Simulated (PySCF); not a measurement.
**C6H15NSi (SMILES [H][Si](C)(C)N1CCCC1): density, localisation and related maps**

```yaml
atoms:
  - { symbol: Si, position_ang: [0.5014, 1.3006, 0.6943] }
  - { symbol: H, position_ang: [-0.0675, 1.6704, 2.0419] }
  - { symbol: C, position_ang: [2.3497, 1.0550, 0.9069] }
  - { symbol: H, position_ang: [2.8197, 1.9753, 1.2879] }
  - { symbol: H, position_ang: [2.8228, 0.7974, -0.0538] }
  - { symbol: H, position_ang: [2.5700, 0.2487, 1.6235] }
  - { symbol: C, position_ang: [0.1230, 2.7083, -0.4874] }
  - { symbol: H, position_ang: [-0.9585, 2.9023, -0.5577] }
  - { symbol: H, position_ang: [0.4993, 2.4868, -1.4982] }
  - { symbol: H, position_ang: [0.6029, 3.6360, -0.1374] }
  - { symbol: N, position_ang: [-0.1844, -0.1692, 0.0677] }
  - { symbol: C, position_ang: [-1.4447, -0.2503, -0.6526] }
  - { symbol: C, position_ang: [-1.4911, -1.6955, -1.1336] }
  - { symbol: C, position_ang: [-0.8680, -2.4373, 0.0430] }
  - { symbol: C, position_ang: [0.2512, -1.4954, 0.4945] }
  - { symbol: H, position_ang: [-1.4821, 0.4715, -1.4854] }
  - { symbol: H, position_ang: [-2.3245, -0.0416, -0.0063] }
  - { symbol: H, position_ang: [-0.8620, -1.8095, -2.0320] }
  - { symbol: H, position_ang: [-2.5061, -2.0371, -1.3841] }
  - { symbol: H, position_ang: [-1.6138, -2.5482, 0.8472] }
  - { symbol: H, position_ang: [-0.5016, -3.4433, -0.2088] }
  - { symbol: H, position_ang: [0.4080, -1.5638, 1.5874] }
  - { symbol: H, position_ang: [1.2135, -1.7715, 0.0211] }
```

Geometry: PBE0-D3(BJ)/def2-SVP.

These are results of PySCF, B3LYP/def2-SVPD, SCF density, gas phase, not measurements.

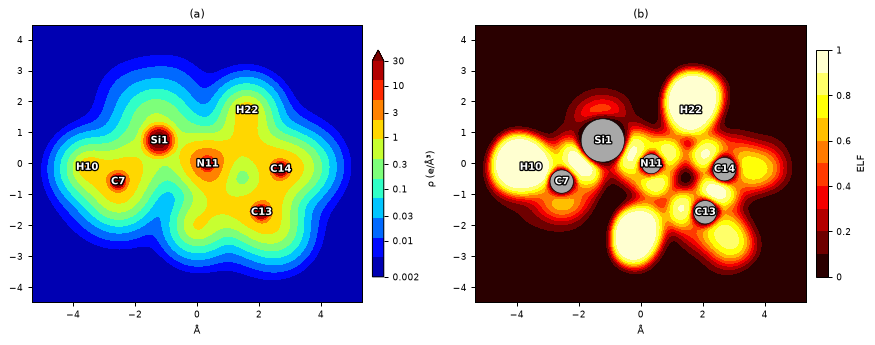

Figure 1. (a) total electron density; (b) electron localisation function on the plane of atoms Si1, C7 and H10. Grey discs cover the atomic cores in the ELF map.

What does the map show?

- Atoms in the plane: Si, C, H and N.
- C–C (1.52 Å): the density is about 1.7 e/Å³ at the midpoint; the ELF peaks at about 0.95 between the atoms, as expected for a covalent bond.
- Si–N (1.74 Å): the density is about 1.1 e/Å³ at the midpoint; the ELF peaks at about 0.90 between the atoms: a shared but strongly polarised pair.
- C–Si (1.88 Å): ρ is about 0.97 e/Å³ halfway; the ELF peaks at about 0.95 between the atoms; a covalent bond.
- C–H (1.10 Å): ρ is about 1.9 e/Å³ halfway; the ELF climbs to about 1 towards the hydrogen, as it does in any bond to H (an ordinary covalent bond to hydrogen).

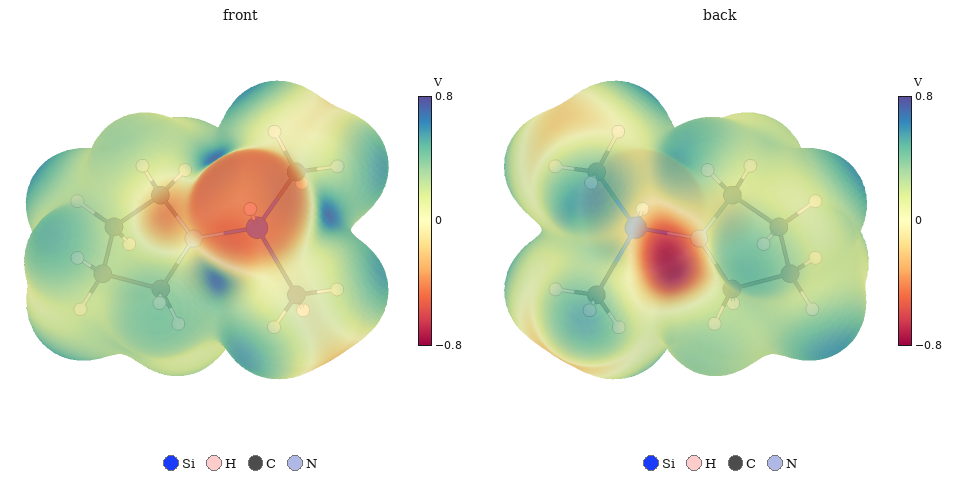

Figure 2. The molecular electrostatic potential painted on the density surface at 0.002 e/bohr³, seen from the front and from behind; the colour scale runs from red (negative) to blue (positive).

Where is the surface potential most negative and most positive?

The most negative region (about −0.7 V) lies over N11, the most positive (about +0.6 V) over Si1.

How polar is the molecule by this calculation?

Its dipole moment is 0.86 D.
